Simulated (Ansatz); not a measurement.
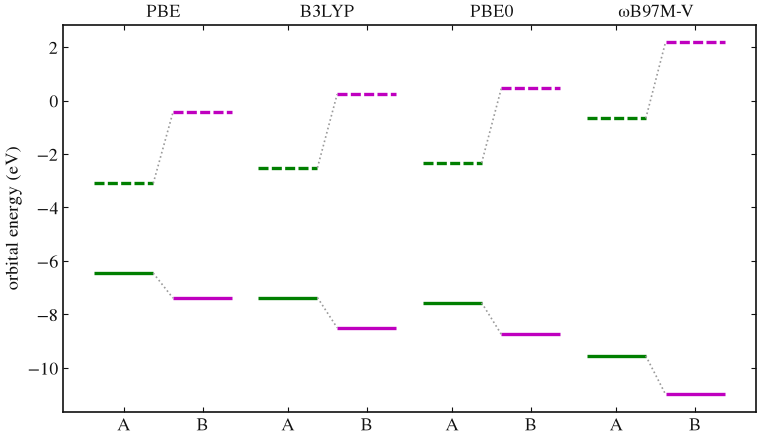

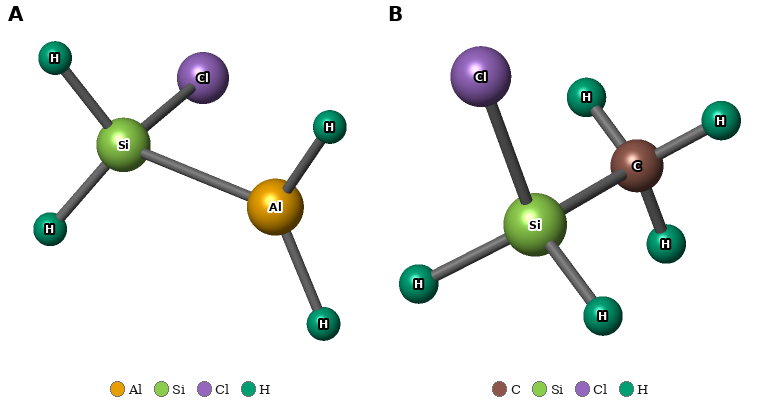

One change: A, AlSiH₄Cl (SMILES [AlH2][SiH2]Cl), becomes B, CH₅ClSi (SMILES C[SiH2]Cl). AlH₂ on Si is replaced by CH₃. HOMO (solid) and LUMO (dashed) computed in def2-TZVPP at PBE0-D4/def2-TZVP geometries, both minima by their frequencies, gas phase, the Ansatz code. Empty levels above zero depend strongly on the basis.

**What does the change do to HOMO and LUMO?**

PBE: the HOMO falls by 0.93 eV, the LUMO rises by 2.66 eV, and the separation goes from 3.36 to 6.95 eV. B3LYP: the HOMO falls by 1.13 eV, the LUMO rises by 2.75 eV, and the separation goes from 4.86 to 8.74 eV. PBE0: the HOMO falls by 1.18 eV, the LUMO rises by 2.79 eV, and the separation goes from 5.23 to 9.21 eV. ωB97M-V: the HOMO falls by 1.44 eV, the LUMO rises by 2.85 eV, and the separation goes from 8.89 to 13.17 eV.

**Do the functionals agree on the effect?**

They agree on the direction for both levels; the HOMO shift lies between −1.44 and −0.93 eV and the LUMO shift between 2.66 and 2.85 eV, while the separations themselves differ by up to 6.2 eV between functionals.
